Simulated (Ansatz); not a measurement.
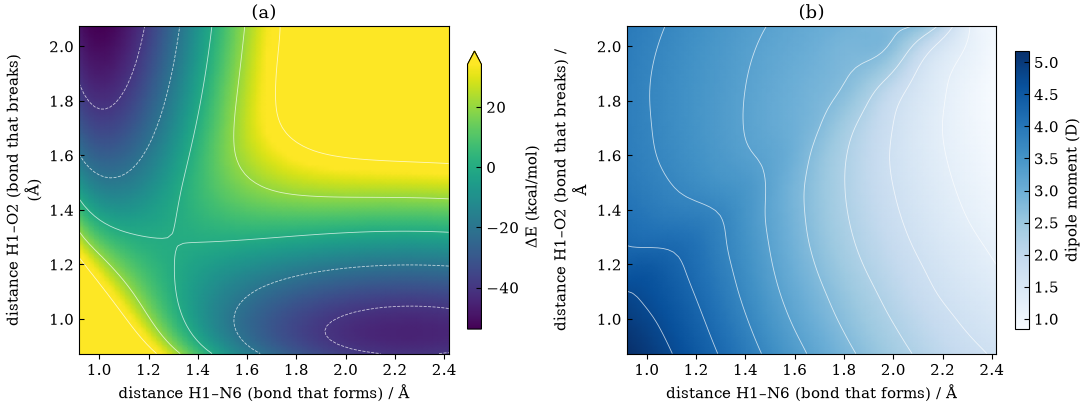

The reacting system C3H5NO (one molecule; an intramolecular 1,3-shift). 
- First axis: distance H1–N6 (bond that forms). Second axis: distance H1–O2 (bond that breaks).
- Relaxed at each point: all other coordinates.
- Grid: 13 × 13 points.
- Points are written as (first, second).
- Energies: kcal/mol, counted from a guessed transition structure relaxed with its forming and breaking bonds held.
- The reference is spin-restricted, so regions where a bond is pulled apart into radicals lie too high.
- Theory: RHF/def2-SVP in Ansatz.

Panel (a) is the energy; panel (b) is the computed dipole moment, in D.

In the figure: a smooth colour map with a few white contour lines, one colour for all values above the top of the scale. Between grid points the surface is interpolated.

**How does the dipole moment vary over the map, and what is it at the lowest grid point?**

Leaving out the highest fifth of the energies, it runs from 0.99 D at (2.418 Å, 1.485 Å) to 4.54 D at (0.985 Å, 1.177 Å). At the lowest grid point, (0.985 Å, 2.073 Å), it is 3.86 D. That point lies on the edge of the scan.

```tsv
second ↓, first →	0.918	0.985	1.078	1.183	1.298	1.420	1.549	1.683	1.822	1.965	2.112	2.263	2.418
2.073	3.95	3.86	3.74	3.60	3.46	3.32	3.18	3.06	2.93	2.81	2.63	1.58	1.01
1.949	3.90	3.81	3.68	3.55	3.41	3.26	3.11	2.96	2.81	2.60	1.79	1.25	0.87
1.828	3.88	3.79	3.66	3.52	3.38	3.22	3.05	2.89	2.63	2.05	1.53	1.13	0.84
1.711	3.88	3.80	3.67	3.53	3.37	3.21	3.04	2.81	2.35	1.85	1.45	1.12	0.87
1.596	3.90	3.82	3.70	3.57	3.42	3.27	3.09	2.67	2.21	1.80	1.45	1.16	0.92
1.485	3.97	3.89	3.78	3.67	3.55	3.41	3.03	2.62	2.20	1.83	1.51	1.23	0.99
1.378	4.08	4.01	3.93	3.88	3.75	3.43	3.04	2.63	2.24	1.89	1.58	1.30	1.07
1.275	4.24	4.21	4.20	4.10	3.82	3.48	3.07	2.68	2.31	1.98	1.67	1.40	1.18
1.177	4.48	4.54	4.41	4.19	3.89	3.54	3.15	2.77	2.41	2.08	1.78	1.51	1.28
1.085	4.80	4.70	4.53	4.28	3.97	3.62	3.24	2.87	2.52	2.19	1.88	1.62	1.40
1.001	4.95	4.84	4.64	4.38	4.06	3.71	3.33	2.98	2.63	2.30	2.00	1.74	1.51
0.927	5.09	4.95	4.74	4.47	4.15	3.81	3.43	3.08	2.73	2.40	2.10	1.84	1.63
0.873	5.17	5.03	4.81	4.54	4.22	3.88	3.51	3.16	2.81	2.48	2.18	1.92	1.70
```
